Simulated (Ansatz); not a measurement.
C2H10BNSi (SMILES CBC(N)[SiH3])

Input file:

```
crystal:
  periodic: [false, false, false]
  atoms:
    - {symbol: C, position_ang: [-1.417610, 0.671941, 1.330822]}
    - {symbol: B, position_ang: [-0.876825, 0.647691, -0.130345]}
    - {symbol: C, position_ang: [0.007660, -0.483568, -0.686401]}
    - {symbol: N, position_ang: [0.211931, -1.651228, 0.152352]}
    - {symbol: Si, position_ang: [1.686224, 0.425177, -0.782421]}
    - {symbol: H, position_ang: [-1.509416, 1.677865, 1.746130]}
    - {symbol: H, position_ang: [-0.854506, 0.035633, 2.017098]}
    - {symbol: H, position_ang: [-2.443450, 0.273161, 1.295989]}
    - {symbol: H, position_ang: [-1.127457, 1.549737, -0.886474]}
    - {symbol: H, position_ang: [-0.239099, -0.684084, -1.743132]}
    - {symbol: H, position_ang: [0.768765, -2.361609, -0.301653]}
    - {symbol: H, position_ang: [-0.660310, -2.068123, 0.447434]}
    - {symbol: H, position_ang: [1.987691, 1.140317, 0.485177]}
    - {symbol: H, position_ang: [2.730601, -0.611958, -1.001632]}
    - {symbol: H, position_ang: [1.713800, 1.388547, -1.913642]}
basis:
  gaussian: {orbitals: def2-TZVPP}
hamiltonian: {xc: pbe0, dispersion: d4}
output: {orbitals: {seedname: orbitals}}
```

Launched as:

```sh
ansatz run in.yaml --threads 4 --pin off --events-out ev --progress --plain --max-ram 10444MiB
```

Geometry: PBE0-D4/def2-TZVP.

All numbers below come from Ansatz 0.2.0, RKS PBE0-D4/def2-TZVPP.

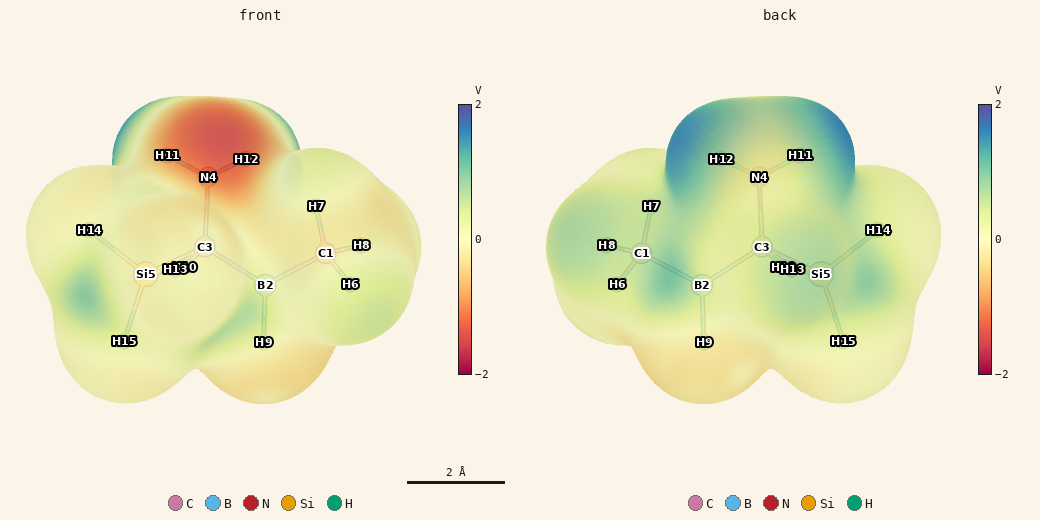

Figure 1. The electrostatic potential painted on the density surface at 0.002 e/bohr³, seen from the front and from behind; the colour scale runs from red (negative) to blue (positive).

Which sites attract a positive test charge, and which a negative one?

A positive charge is drawn to the negative regions and a negative charge to the positive ones. The most negative region (about −1.5 V, or −35 kcal/mol for a unit charge) lies over N4, the most positive (about +1.6 V, or +37 kcal/mol for a unit charge) over H11 and H12. N4 is the likeliest acceptor of a hydrogen bond.

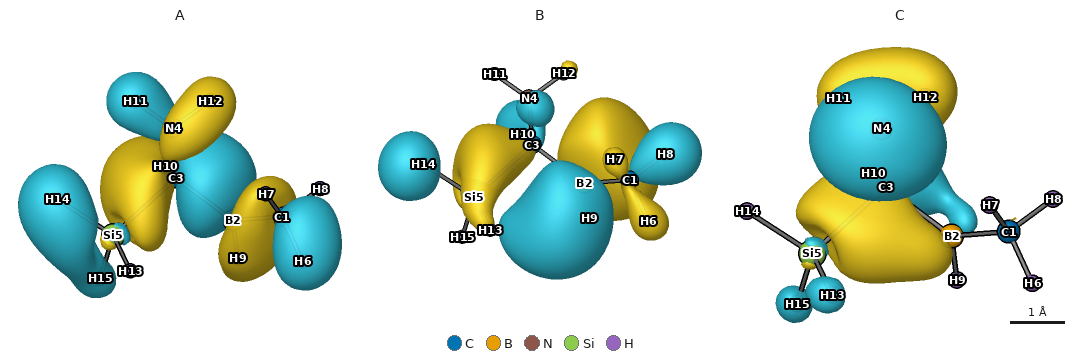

Figure 2. Three frontier orbitals at ±0.08 Å⁻³ᐟ² (yellow and cyan are the two phases), in no order.

Which picture is the HOMO−1, the HOMO and the LUMO?

A is the HOMO−1 (−8.33 eV). It lies mainly on C3 (about 35 %), B2 (about 15 %), Si5 (about 15 %), C1 (about 10 %) and N4 (about 5 %). C is the HOMO (−6.96 eV). Its weight (Hirshfeld) is mainly on N4 (about 60 %), C3 (about 15 %), Si5 (about 5 %) and H10 (about 5 %). B is the LUMO (−0.78 eV). Its weight (Hirshfeld) is mainly on B2 (about 45 %), Si5 (about 15 %), C3 (about 10 %), C1 (about 10 %) and H9 (about 5 %).

What is the HOMO–LUMO gap?

6.18 eV between the orbital energies.

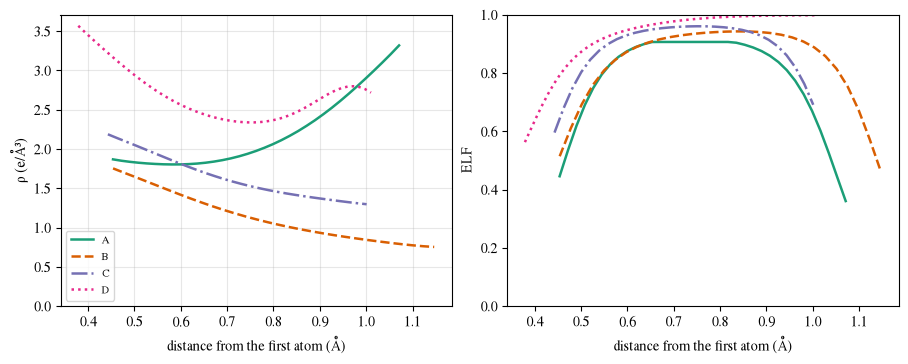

Figure 3. Electron density and electron localisation function along straight lines between neighbouring atoms. The curves leave out the atomic cores.

Which curve belongs to which contact (C–B, C–N, C–Si and N–H)? The first atom named is at distance zero.

Curve A: C–N (1.45 Å): ρ at the midpoint is about 1.9 e/Å³; the ELF peaks at about 0.90 between the atoms, as expected for localised, covalent bonding. Curve B: C–Si (1.91 Å): ρ is about 0.88 e/Å³ halfway; the ELF peaks at about 0.95 between the atoms; a covalent bond. Curve C: C–B (1.54 Å): the density is about 1.5 e/Å³ at the midpoint; the ELF peaks at about 0.95 between the atoms, as expected for a covalent bond. Curve D: N–H (1.01 Å): ρ at the midpoint is about 2.9 e/Å³; the ELF climbs to about 1 towards the hydrogen, as it does in any bond to H; an ordinary covalent bond to hydrogen.
